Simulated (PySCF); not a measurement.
Input

```
mol = gto.M(atom='''
Bi    -0.00000    -0.00000     0.00000
H      0.00000    -0.00000     1.88749
H     -0.00000     0.00000    -1.88749
H      1.82588    -0.00000    -0.00000
H     -0.91294     1.58126     0.00000
H     -0.91294    -1.58126    -0.00000''',
    basis={'Bi': 'def2-SVP', 'H': 'def2-SVP'},
    ecp={'Bi': 'def2-SVP'},
    charge=0, spin=0)
mf = dft.RKS(mol, xc='PBE')
mf.grids.atom_grid = (75, 302)  # f atoms: at least (60, 302), unpruned
mf = mf.density_fit()  # Bi def2-universal-JKFIT, H def2-universal-JKFIT
mf.conv_tol = 1e-09; mf.max_cycle = 55
mf.kernel(dm0)
```

Launched as:

```sh
OMP_NUM_THREADS=2 python run.py
```

Core potentials replace the inner electrons of Bi.

These are results of RKS PBE, Bi def2-SVP with ECP60, H def2-SVP; non-relativistic Hamiltonian with scalar-relativistic core potentials where named; density fitting in PySCF 2.14.0, not measurements.

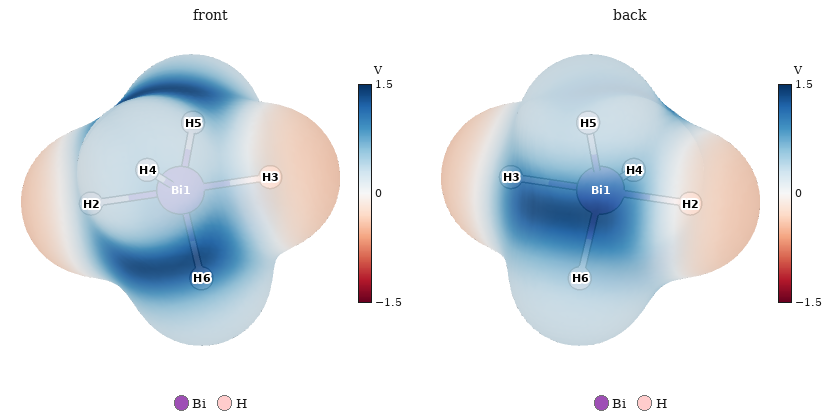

BiH5 (Bi(H)5). The molecular electrostatic potential painted on the density surface at 0.002 e/bohr³, seen from the front and from behind; red is negative and blue positive.

> Where is the surface potential most negative and most positive?

The most negative region (about −0.4 V) lies over H2 and H3, the most positive (about +1.4 V) over Bi1.
